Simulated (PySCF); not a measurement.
**NMR shielding calculation of Si5H12**

- system: Si5H12, SMILES [SiH3][Si]([SiH3])([SiH3])[SiH3]
- method: GIAO PBE0/STO-3G NMR shielding, non-relativistic, gas phase (PySCF 2.14.0)

The geometry comes from this level: PBE0-D3(BJ)/def2-SVP. Figures and captions count atoms from 1; the log counts them from 0 in places.

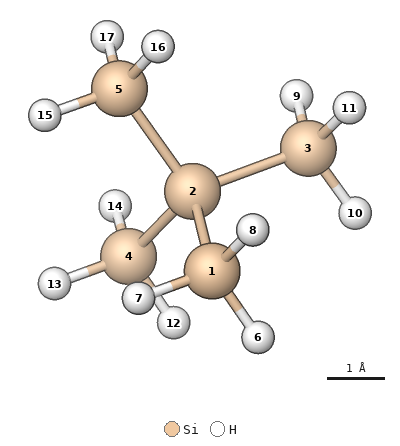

**Figure 1.** The structure (ball-and-stick view, seen at a tilt; atoms are numbered from 1 in the order of the input). Bond lengths as drawn: H–Si 1.50 Å and Si–Si 2.34 Å.

Key numbers

- outcome: converged
- total energy: −1437.334192 hartree
- HOMO: −5.56 eV
- LUMO: 5.14 eV
- dipole moment: 0.03 D
- isotropic shielding, Si: 593.4 to 611.1 ppm
- isotropic shielding, H: 31.1 ppm
- hardware: 1 CPU thread, shared host
- wall time: 5.4 s
- peak memory: 0.44 GiB

Input file
```
{"job": {"kind": "nmr", "xc": "PBE0", "basis": "STO-3G", "pop": true}, "charge": 0, "multiplicity": 1}
Si    -0.205077    -1.024987    -2.094479
Si    -0.009245     0.008737    -0.001158
Si    -0.131402     2.333321    -0.259426
Si    -1.728606    -0.735277     1.404673
Si     2.051774    -0.563160     0.955824
H     -1.521901    -0.684530    -2.716626
H     -0.113394    -2.510278    -1.943257
H      0.891206    -0.560653    -2.999899
H      0.027576     3.007752     1.065978
H     -1.453741     2.718672    -0.842541
H      0.956224     2.801348    -1.173527
H     -3.061912    -0.389899     0.821520
H     -1.643891    -2.219398     1.571986
H     -1.608569    -0.090989     2.749138
H      2.134595    -2.044674     1.144588
H      3.174645    -0.124924     0.070354
H      2.199179     0.102400     2.287272
```

The first line tells a small driver script what to run in PySCF; the rest is the geometry in Å.

Launch command:
```bash
OMP_NUM_THREADS=1 python <driver script> task.json out
```

What the program printed
```
coarse grid: 15560 points
cycle   1  E = -1437.3899097883  dE = -1.290e+00  |g| = 1.374e-01  |ddm| = 4.228e+00
cycle   2  E = -1437.3937021147  dE = -3.792e-03  |g| = 1.088e-01  |ddm| = 4.475e-01
cycle   3  E = -1437.3983397878  dE = -4.638e-03  |g| = 1.101e-02  |ddm| = 2.092e-01
cycle   4  E = -1437.3983846968  dE = -4.491e-05  |g| = 4.225e-03  |ddm| = 2.873e-02
cycle   5  E = -1437.3983927396  dE = -8.043e-06  |g| = 1.800e-04  |ddm| = 8.573e-03
final grid: 124096 points
cycle   6  E = -1437.3341915657  dE = -2.859e-06  |g| = 1.259e-03  |ddm| = 6.897e-03
cycle   7  E = -1437.3341919650  dE = -3.992e-07  |g| = 8.752e-04  |ddm| = 3.954e-03
cycle   8  E = -1437.3341922968  dE = -3.318e-07  |g| = 6.802e-05  |ddm| = 1.630e-03
cycle   9  E = -1437.3341922985  dE = -1.739e-09  |g| = 1.833e-05  |ddm| = 1.602e-04
cycle  10  E = -1437.3341922987  dE = -1.460e-10  |g| = 4.330e-07  |ddm| = 3.527e-05
```

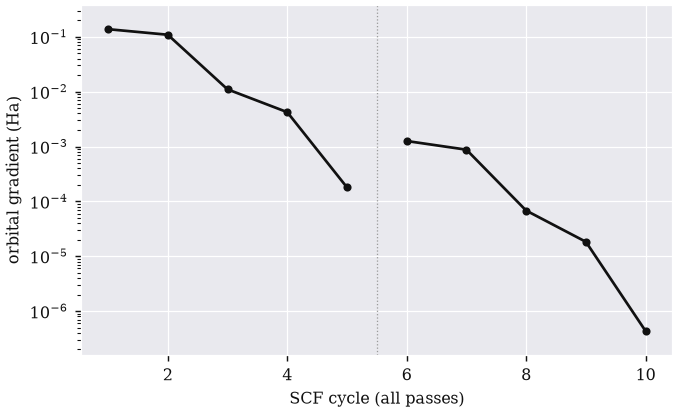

**Figure 2.** Convergence of the self-consistent field: orbital gradient against the SCF cycle. The dotted line marks the change from a coarse to the final integration grid. The first 5 cycles use a coarse grid, the final grid takes over at cycle 6, and the field converges after 10 cycles in all.

```
converged SCF energy = -1437.3341922987

GIAO shielding tensors (ppm)
atom      isotropic    diamagn.    paramagn.     s11        s22        s33       span
  0 Si     593.499     872.095    -278.596    581.417    581.775    617.304     35.888
  1 Si     611.125     877.127    -266.002    609.314    611.328    612.732      3.418
  2 Si     593.628     872.061    -278.432    581.517    582.065    617.304     35.787
  3 Si     593.550     872.085    -278.536    581.483    581.855    617.311     35.828
  4 Si     593.407     872.133    -278.726    581.245    581.664    617.311     36.066
  5 H       31.149      32.462      -1.313     27.133     28.714     37.602     10.469
  6 H       31.143      32.502      -1.360     27.103     28.738     37.588     10.485
  7 H       31.143      32.494      -1.351     27.111     28.729     37.588     10.476
  8 H       31.144      32.457      -1.313     27.107     28.729     37.596     10.489
  9 H       31.145      32.433      -1.287     27.122     28.714     37.600     10.479
 10 H       31.141      32.474      -1.333     27.103     28.741     37.578     10.475
 11 H       31.148      32.447      -1.298     27.124     28.705     37.616     10.492
 12 H       31.139      32.507      -1.367     27.103     28.742     37.574     10.471
 13 H       31.147      32.475      -1.328     27.117     28.728     37.596     10.478
 14 H       31.143      32.534      -1.391     27.110     28.737     37.583     10.473
 15 H       31.149      32.503      -1.353     27.127     28.714     37.606     10.480
 16 H       31.145      32.517      -1.372     27.118     28.728     37.589     10.471
```

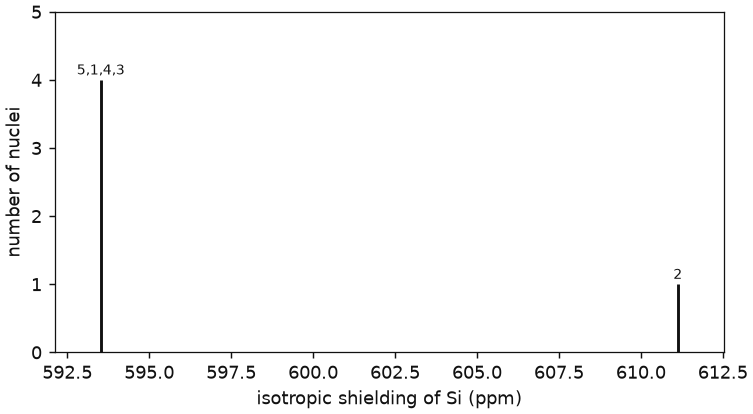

**Figure 3.** Isotropic shieldings of the silicon nuclei in this fixed geometry, labelled by atom number; shielding grows to the right, so chemical shift grows to the left. The least shielded is Si5 (593.4 ppm), the most shielded Si2 (611.1 ppm).
